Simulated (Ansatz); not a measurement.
Geometry relaxation of BSiH5Cl2 (part 2 of 2)

Continued. System: BSiH5Cl2. Method: RHF/cc-pVDZ (Ansatz 0.2.0). It belongs to a series of runs on one base structure; here: end point A relaxed.

Geometry of the input (Å):
```
B  0.0572  -0.3867  0.0804
Cl -0.3673  -1.2843  1.6046
Cl 1.6768  -0.5281  -0.5814
H  -0.7949  0.1701  -0.5159
Si 0.5094  2.5936  1.0440
H  1.8681  2.9751  1.5054
H  0.4427  2.6529  -0.4357
H  -0.5061  3.5090  1.6261
H  0.2158  1.2306  1.5093
```

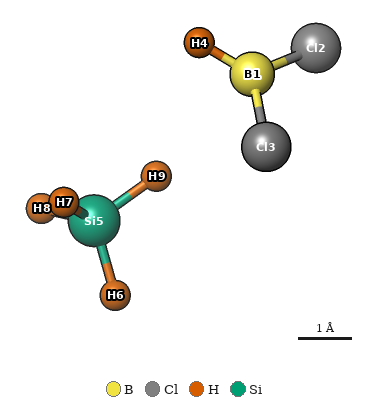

Figure 1. The geometry at step 12 of the log (ball-and-stick view, seen at a tilt; atoms are numbered from 1 in the order of the input).

### Trajectory as extended XYZ, continued
```
9
Properties=species:S:1:pos:R:3:forces:R:3 step=4 energy=-33622.23007
B    -0.0110   -0.7559    0.0329    0.0964   0.0551   0.0356
Cl   -0.4426   -1.7777    1.4118    0.1093   0.2145  -0.3981
Cl    1.6518   -0.7260   -0.5824   -0.4034  -0.1026   0.1473
H    -0.8337   -0.0612   -0.4912    0.1871  -0.3120   0.1470
Si    0.5541    2.8794    1.0897   -0.0493  -0.3130   0.0085
H     1.9230    3.2236    1.5406    0.0047   0.1726  -0.0037
H     0.4740    2.8784   -0.3936    0.0164   0.1158   0.0095
H    -0.4783    3.7710    1.6686    0.0609   0.1647  -0.0027
H     0.2645    1.5008    1.5604   -0.0221   0.0050   0.0565
9
Properties=species:S:1:pos:R:3:forces:R:3 step=5 energy=-33622.27151
B    -0.0245   -0.9017   -0.0167    0.1583  -0.0276  -0.0240
Cl   -0.4499   -1.8935    1.3819    0.0809   0.2061  -0.3233
Cl    1.6331   -0.9137   -0.6479   -0.4455  -0.0176   0.1689
H    -0.8501   -0.2186   -0.5489    0.1994  -0.2224   0.1532
Si    0.5623    2.9856    1.1322   -0.0281  -0.1683   0.0158
H     1.9266    3.3616    1.5769    0.0057   0.0718   0.0046
H     0.4884    3.0009   -0.3514    0.0042   0.0374  -0.0003
H    -0.4545    3.9056    1.6989    0.0246   0.0694   0.0055
H     0.2703    1.6062    1.6119    0.0004   0.0511  -0.0003
9
Properties=species:S:1:pos:R:3:forces:R:3 step=6 energy=-33622.29070
B    -0.0278   -0.9945   -0.0497   -0.0005  -0.0089   0.0379
Cl   -0.4470   -1.9662    1.3469    0.0167  -0.0402   0.0152
Cl    1.6089   -0.9814   -0.6768    0.0362  -0.0218  -0.0063
H    -0.8604   -0.3387   -0.5729   -0.0562   0.0351  -0.0598
Si    0.5671    3.0438    1.1581    0.0333   0.1589  -0.0365
H     1.9354    3.4249    1.5992   -0.0350  -0.0142  -0.0116
H     0.4982    3.0560   -0.3276    0.0009   0.0031   0.0272
H    -0.4240    4.0059    1.7107    0.0263  -0.0226  -0.0141
H     0.2513    1.6825    1.6489   -0.0217  -0.0893   0.0481
9
Properties=species:S:1:pos:R:3:forces:R:3 step=7 energy=-33622.29609
B    -0.0401   -1.0794   -0.0788   -0.0753   0.0445  -0.0361
Cl   -0.4363   -2.0288    1.3400    0.0085  -0.0192   0.0086
Cl    1.6001   -1.0345   -0.6966    0.0215  -0.0091  -0.0005
H    -0.8919   -0.4619   -0.6292    0.0438  -0.0358   0.0225
Si    0.5756    3.1104    1.1802    0.0038   0.0017  -0.0033
H     1.9484    3.4685    1.6192    0.0011   0.0018   0.0033
H     0.5083    3.1186   -0.3042   -0.0025   0.0007  -0.0005
H    -0.3990    4.0885    1.7275   -0.0003   0.0083   0.0038
H     0.2366    1.7508    1.6786   -0.0006   0.0071   0.0021
9
Properties=species:S:1:pos:R:3:forces:R:3 step=8 energy=-33622.29519 accepted=F
B    -0.0601   -1.2140   -0.1315   -0.1633   0.2510   0.0398
Cl   -0.4246   -2.1127    1.3219   -0.0362  -0.1456   0.1114
Cl    1.5806   -1.0931   -0.7174    0.1829  -0.0338  -0.1034
H    -0.9318   -0.6413   -0.6971    0.0165  -0.0793  -0.0489
Si    0.5882    3.1968    1.2128   -0.0027   0.0557   0.0110
H     1.9667    3.5390    1.6485    0.0006  -0.0315   0.0061
H     0.5244    3.2009   -0.2718   -0.0077  -0.0178  -0.0036
H    -0.3603    4.2090    1.7494   -0.0006  -0.0365  -0.0029
H     0.2186    1.8477    1.7220    0.0106   0.0378  -0.0096
9
Properties=species:S:1:pos:R:3:forces:R:3 step=9 energy=-33622.29755
B    -0.0489   -1.1407   -0.0945   -0.1314   0.0323  -0.1380
Cl   -0.4339   -2.0951    1.3217   -0.0008  -0.0240   0.0615
Cl    1.5915   -1.0709   -0.7075    0.0443   0.0129   0.0047
H    -0.9129   -0.5501   -0.6597    0.0873  -0.0325   0.0696
Si    0.5828    3.1612    1.1952   -0.0083  -0.0452   0.0101
H     1.9592    3.5050    1.6333    0.0082   0.0025   0.0059
H     0.5163    3.1652   -0.2889   -0.0029   0.0007  -0.0069
H    -0.3800    4.1528    1.7386   -0.0051   0.0102   0.0062
H     0.2275    1.8050    1.6986    0.0088   0.0432  -0.0131
9
Properties=species:S:1:pos:R:3:forces:R:3 step=10 energy=-33622.27564 accepted=F
B    -0.0698   -1.2240   -0.1401    0.1499   0.5566   0.3239
Cl   -0.4318   -2.1176    1.3286   -0.0130  -0.0953  -0.1989
Cl    1.5946   -1.0671   -0.6961   -0.1993  -0.1649  -0.0485
H    -0.9268   -0.5936   -0.6762    0.0628  -0.3050  -0.0785
Si    0.5892    3.1920    1.2033   -0.0239  -0.1158   0.0278
H     1.9682    3.5252    1.6402    0.0144   0.0185   0.0016
H     0.5186    3.1949   -0.2806    0.0013   0.0112  -0.0102
H    -0.3685    4.1860    1.7499   -0.0049   0.0283   0.0060
H     0.2280    1.8365    1.7078    0.0126   0.0664  -0.0233
9
Properties=species:S:1:pos:R:3:forces:R:3 step=11 energy=-33622.29894
B    -0.0530   -1.1640   -0.1028    0.0012  -0.0076   0.0056
Cl   -0.4317   -2.1353    1.3067   -0.0027  -0.0009  -0.0048
Cl    1.5962   -1.0527   -0.6896    0.0041   0.0012  -0.0029
H    -0.9170   -0.5802   -0.6658   -0.0028  -0.0020   0.0004
Si    0.5832    3.1754    1.1973   -0.0027   0.0019   0.0046
H     1.9697    3.4926    1.6249    0.0005   0.0005   0.0001
H     0.5053    3.1771   -0.2867   -0.0014   0.0009   0.0004
H    -0.3552    4.1886    1.7458    0.0042   0.0021  -0.0014
H     0.2042    1.8307    1.7073   -0.0004   0.0038  -0.0021
9
Properties=species:S:1:pos:R:3:forces:R:3 step=12 energy=-33622.29950
B    -0.0577   -1.1946   -0.1112    0.0108  -0.0202   0.0034
Cl   -0.4304   -2.1746    1.2931   -0.0077  -0.0097   0.0147
Cl    1.5934   -1.0562   -0.6856    0.0147   0.0073  -0.0076
H    -0.9271   -0.6260   -0.6795   -0.0177   0.0157  -0.0113
Si    0.5863    3.1984    1.2036   -0.0029   0.0202   0.0084
H     1.9774    3.5034    1.6272   -0.0067  -0.0059  -0.0018
H     0.5052    3.1981   -0.2803   -0.0017  -0.0007   0.0025
H    -0.3393    4.2246    1.7518    0.0106  -0.0116  -0.0065
H     0.1939    1.8590    1.7176    0.0006   0.0046  -0.0018
9
Properties=species:S:1:pos:R:3:forces:R:3 step=13 energy=-33622.30003
B    -0.0652   -1.2411   -0.1241    0.0245  -0.0110  -0.0107
Cl   -0.4287   -2.2309    1.2746   -0.0112  -0.0215   0.0326
Cl    1.5889   -1.0611   -0.6797   -0.0007   0.0095  -0.0057
H    -0.9429   -0.6942   -0.7009   -0.0123   0.0190  -0.0160
Si    0.5914    3.2331    1.2131   -0.0059   0.0281   0.0182
H     1.9886    3.5200    1.6313   -0.0176  -0.0115  -0.0043
H     0.5059    3.2297   -0.2707   -0.0019  -0.0008   0.0039
H    -0.3170    4.2762    1.7609    0.0203  -0.0283  -0.0133
H     0.1806    1.9005    1.7323    0.0047   0.0165  -0.0046
9
Properties=species:S:1:pos:R:3:forces:R:3 step=14 energy=-33622.30031
B    -0.0729   -1.2885   -0.1373    0.0463   0.0130  -0.0238
Cl   -0.4269   -2.2881    1.2565   -0.0092  -0.0265   0.0336
Cl    1.5844   -1.0634   -0.6721   -0.0464   0.0030   0.0044
H    -0.9590   -0.7631   -0.7230    0.0098   0.0087  -0.0133
Si    0.5967    3.2681    1.2222   -0.0088   0.0240   0.0286
H     2.0001    3.5350    1.6351   -0.0278  -0.0126  -0.0069
H     0.5061    3.2620   -0.2613   -0.0015   0.0006   0.0043
H    -0.2940    4.3274    1.7703    0.0286  -0.0390  -0.0184
H     0.1670    1.9428    1.7464    0.0090   0.0288  -0.0085
9
Properties=species:S:1:pos:R:3:forces:R:3 step=15 energy=-33622.30052
B    -0.0758   -1.3106   -0.1437    0.0022  -0.0023   0.0130
Cl   -0.4258   -2.3174    1.2483    0.0009  -0.0022  -0.0029
Cl    1.5804   -1.0610   -0.6665   -0.0207   0.0032  -0.0027
H    -0.9660   -0.7964   -0.7342    0.0181   0.0002  -0.0065
Si    0.5994    3.2847    1.2261   -0.0090   0.0222   0.0314
H     2.0057    3.5405    1.6365   -0.0307  -0.0114  -0.0082
H     0.5060    3.2776   -0.2571   -0.0008   0.0012   0.0042
H    -0.2822    4.3515    1.7748    0.0306  -0.0401  -0.0194
H     0.1601    1.9634    1.7527    0.0093   0.0292  -0.0091
9
Properties=species:S:1:pos:R:3:forces:R:3 step=16 energy=-33622.30059
B    -0.0775   -1.3226   -0.1464   -0.0165  -0.0293   0.0290
Cl   -0.4251   -2.3369    1.2425    0.0085   0.0200  -0.0267
Cl    1.5781   -1.0584   -0.6622   -0.0112   0.0062  -0.0014
H    -0.9698   -0.8164   -0.7407    0.0199   0.0024   0.0004
Si    0.6008    3.2946    1.2282   -0.0078   0.0199   0.0322
H     2.0093    3.5421    1.6366   -0.0322  -0.0093  -0.0092
H     0.5052    3.2871   -0.2550   -0.0001   0.0019   0.0043
H    -0.2742    4.3664    1.7776    0.0312  -0.0383  -0.0194
H     0.1549    1.9763    1.7562    0.0083   0.0264  -0.0090
9
Properties=species:S:1:pos:R:3:forces:R:3 step=17 energy=-33622.29362 accepted=F
B    -0.0897   -1.4173   -0.1800    0.0232   0.1419   0.3799
Cl   -0.4174   -2.4467    1.2138    0.0588   0.0735  -0.2630
Cl    1.5611   -1.0026   -0.6131   -0.0755  -0.1029  -0.0285
H    -0.9924   -0.9378   -0.7791   -0.0053  -0.1119  -0.0873
Si    0.6098    3.3496    1.2378    0.0162   0.0058   0.0258
H     2.0326    3.5342    1.6316   -0.0418   0.0082  -0.0173
H     0.4959    3.3461   -0.2441    0.0049   0.0053   0.0053
H    -0.2151    4.4537    1.7971    0.0267  -0.0103  -0.0125
H     0.1170    2.0532    1.7726   -0.0072  -0.0095  -0.0023
9
Properties=species:S:1:pos:R:3:forces:R:3 step=18 energy=-33622.30091
B    -0.0767   -1.3238   -0.1425   -0.0027   0.0002  -0.0003
Cl   -0.4210   -2.3510    1.2357    0.0021  -0.0009  -0.0014
Cl    1.5778   -1.0418   -0.6525   -0.0010   0.0004   0.0019
H    -0.9687   -0.8171   -0.7360    0.0023  -0.0004   0.0009
Si    0.5996    3.2948    1.2261   -0.0004   0.0010   0.0000
H     2.0097    3.5251    1.6324    0.0013  -0.0015  -0.0002
H     0.5015    3.2916   -0.2567   -0.0006   0.0006  -0.0003
H    -0.2614    4.3728    1.7781    0.0007   0.0008   0.0002
H     0.1409    1.9817    1.7522   -0.0017  -0.0003  -0.0008
9
Properties=species:S:1:pos:R:3:forces:R:3 step=19 energy=-33622.30097
B    -0.0809   -1.3568   -0.1495    0.0028   0.0131   0.0480
Cl   -0.4163   -2.4036    1.2187    0.0180   0.0237  -0.0520
Cl    1.5720   -1.0199   -0.6328   -0.0199  -0.0189   0.0087
H    -0.9780   -0.8658   -0.7488   -0.0001  -0.0178  -0.0035
Si    0.6025    3.3175    1.2296    0.0085  -0.0095  -0.0098
H     2.0188    3.5177    1.6295    0.0044   0.0027   0.0000
H     0.4974    3.3173   -0.2527    0.0004   0.0012  -0.0018
H    -0.2336    4.4115    1.7857   -0.0075   0.0168   0.0077
H     0.1198    2.0143    1.7570   -0.0066  -0.0112   0.0027
9
Properties=species:S:1:pos:R:3:forces:R:3 step=20 energy=-33622.30109
B    -0.0795   -1.3505   -0.1446    0.0110   0.0089   0.0022
Cl   -0.4146   -2.4046    1.2163    0.0125   0.0132  -0.0235
Cl    1.5733   -1.0170   -0.6319   -0.0204  -0.0134   0.0163
H    -0.9759   -0.8569   -0.7427   -0.0024  -0.0088   0.0063
Si    0.6011    3.3141    1.2279    0.0099  -0.0165  -0.0213
H     2.0174    3.5097    1.6279    0.0162   0.0032   0.0039
H     0.4963    3.3160   -0.2543   -0.0002   0.0005  -0.0036
H    -0.2311    4.4095    1.7846   -0.0181   0.0289   0.0147
H     0.1146    2.0120    1.7536   -0.0086  -0.0162   0.0050
```

### Results in brief

| quantity | value |
| --- | --- |
| outcome | converged |
| total energy | −33622.3011 eV |
| mean-field energy | −33622.3011 eV |
| largest force (length of the vector) at the end | 0.037 eV/Å |
| hardware | 2 threads of Arm Neoverse V1, 24 GiB of memory available, shared host |
| wall time | 28 s (CPU time 52 s) |
| peak memory | 0.19 GiB |
